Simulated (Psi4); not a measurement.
Process, species as SMILES: [SiH4] (SiH4) → [SiH3-] + H+
B3LYP-D3(BJ)/def2-TZVP geometries, fixed; electronic energies without zero-point terms.

Basis-set convergence of the deprotonation energy at wB97X-V with Psi4. All functions are spherical. Density fitting with the program's default auxiliary sets. Psi4's default fitting sets serve the pcseg sets less well. The functional holds VV10 correlation; no added dispersion term, no relativity. Functions are those of the species that has most. Reference: the value in aug-cc-pV(Q+d)Z, 381.52 kcal/mol, itself unsure by roughly 0.16 kcal/mol (its distance from def2-QZVPPD). Deviations are taken from unrounded values.

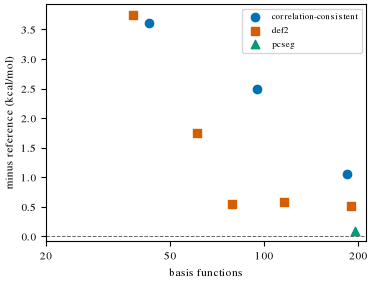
Deviation from the reference against the number of basis functions, by family of sets.

```tsv
basis	functions	deprotonation energy (kcal/mol)	minus reference (kcal/mol)
def2-SVP	38	385.27	3.75
cc-pV(D+d)Z	43	385.13	3.61
def2-TZVP	61	383.27	1.75
def2-TZVPD	79	382.06	0.54
cc-pV(T+d)Z	95	384.00	2.48
def2-TZVPPD	116	382.09	0.57
cc-pV(Q+d)Z	184	382.57	1.06
def2-QZVPP	190	382.03	0.51
pcseg-3	196	381.62	0.10
```
